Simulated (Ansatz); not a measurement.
## Electronic structure of C2H2FNTe (SMILES FC1N=C1[TeH]) in real space

```yaml
atoms:
  - { symbol: F, position_ang: [-0.1612, -1.9943, 0.0850] }
  - { symbol: C, position_ang: [0.3422, -0.8296, 0.5729] }
  - { symbol: N, position_ang: [-0.5452, -0.0329, 1.4121] }
  - { symbol: C, position_ang: [-0.3024, 0.4006, 0.2451] }
  - { symbol: Te, position_ang: [-0.8374, 1.9443, -1.0040] }
  - { symbol: H, position_ang: [1.3889, -0.9456, 0.8338] }
  - { symbol: H, position_ang: [0.1763, 1.3896, -2.1905] }
```

Geometry: PBE0-D4/def2-TZVP; core potentials replace the inner electrons of Te.

Method: Ansatz, isolated molecule in a Gaussian basis; Hartree-Fock.

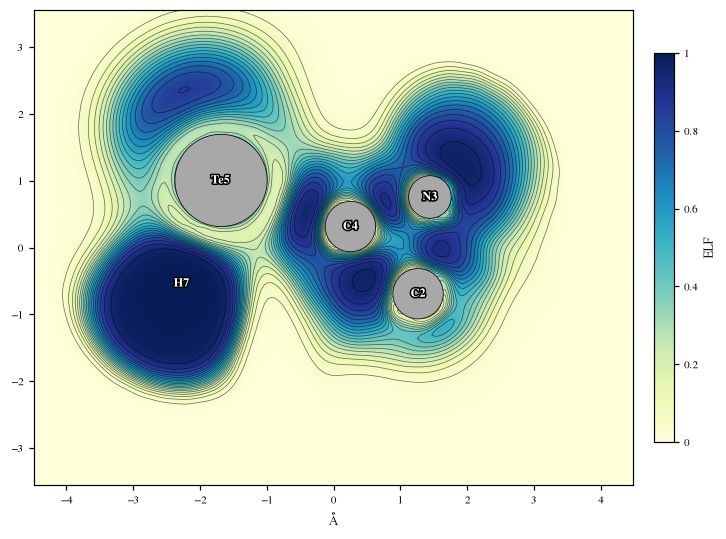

Figure 1. Electron localisation function on the plane of atoms N3, C2 and C4. Grey discs cover the atomic cores.

Read the bonding off the picture.

The section cuts through C, N, Te and H sites.
C–N (1.27 Å): the ELF peaks at about 0.90 between the atoms; a multiple bond.
C–C (1.43 Å): the ELF peaks at about 0.85 between the atoms; localised, covalent bonding.
C–Te (2.06 Å): the ELF peaks at about 0.95 between the atoms: localised, covalent bonding.
C–N (1.46 Å): the ELF peaks at about 0.85 between the atoms; localised, covalent bonding.
Te–H (1.66 Å): the ELF climbs to about 1 towards the hydrogen, as it does in any bond to H.
The ELF also peaks beside N3 and Te5, away from the bonds: lone-pair regions.

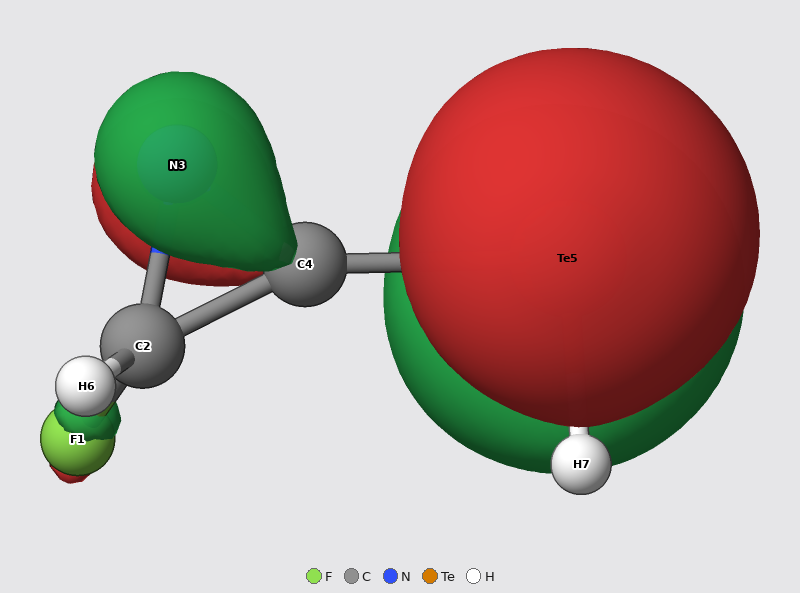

Figure 2. The HOMO at ±0.1 Å⁻³ᐟ² (green and red are the two phases), seen across its widest extent.

What is the character of this orbital?

It lies mainly on Te5 (about 85 %) and N3 (about 10 %). Its energy is −9.38 eV.

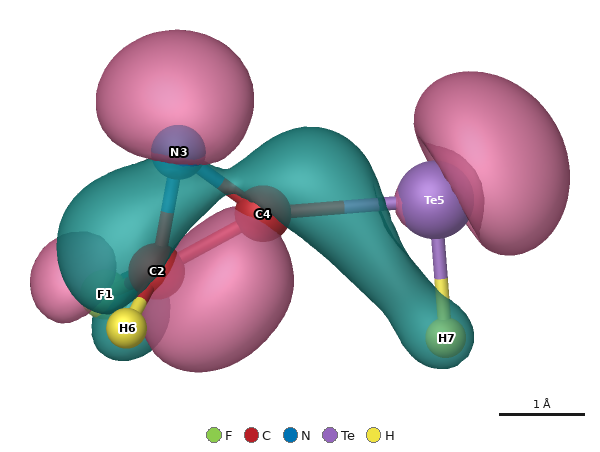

Figure 3. The HOMO−1 at ±0.1 Å⁻³ᐟ² (teal and pink are the two phases), seen at a tilt.

What is the character of this orbital?

Its weight (Hirshfeld) is mainly on N3 (about 30 %), C2 (about 25 %), Te5 (about 20 %), C4 (about 15 %) and F1 (about 5 %). Its energy is −11.04 eV.
